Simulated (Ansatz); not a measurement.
# Depolarisation of Li on Ta(110): the Topping model put to the test

In Topping's model the dipole per adsorbate falls as μ = μ₀/(1 + 9αn^(3/2)), with n the density and α a polarisability, so 1/μ is a straight line in n^(3/2).

How it was computed: Ansatz 0.2.0, plane waves with PAW datasets (its set soft_2), PBE; 4 layers at the tabulated experimental lattice constant with the lower two held, adsorbates relaxed from the hollow site, dipole correction. μ is the change of the cell's dipole per adsorbate, positive end outwards.

| run | n^(3/2) (nm⁻³) | 1/μ (1/D) |
| --- | --- | --- |
| 0.111 ML | 1.72 | 0.453 |
| 0.25 ML | 5.80 | ? |
| 1 ML | 46.38 | 3.297 |

Q: Estimate the withheld value from the rows shown.

Two rows fix a line: slope = (3.297 − 0.453) / (46.38 − 1.72) = 0.06368, intercept 0.34350. The intercept gives μ₀ = 1/0.3435 = 2.91 D, and slope over intercept 9α = 0.185 nm³, or α = 21 Å³, an effective value that holds the metal's image. At 5.80 it gives 0.06368 × 5.80 + 0.34350 = 0.713 1/D. Rounding of the rows alone allows about ±0.001 1/D there; two rows can't show whether the line holds.

The run itself gives 0.557 1/D: a miss of −0.156 1/D, or 28.0 % of the value. In dipoles that is 1.40 D predicted against 1.80 D found. A miss this large means that the model doesn't hold over this range, and μ₀ and α above are fit values without physical meaning.

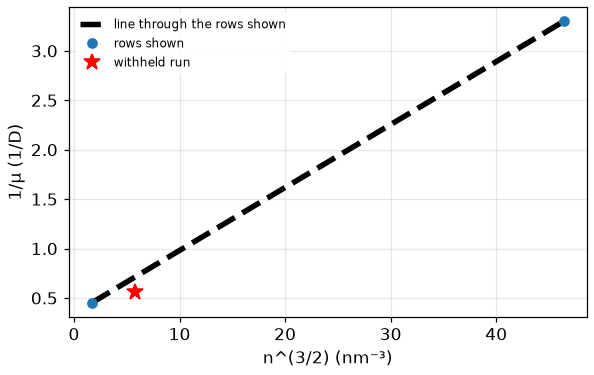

The fit and the withheld run.

Caveats: Heights and bonding change with coverage, which the model leaves out; its factor is about 9 for square and hexagonal arrays and differs for rectangular ones and rows; and slabs this thin add errors of their own. Other coverages were run too and are left out of this fit, which takes cells with one adsorbate each. The test is put only to electropositive adsorbates whose dipole falls by a fifth or more between the two rows shown.
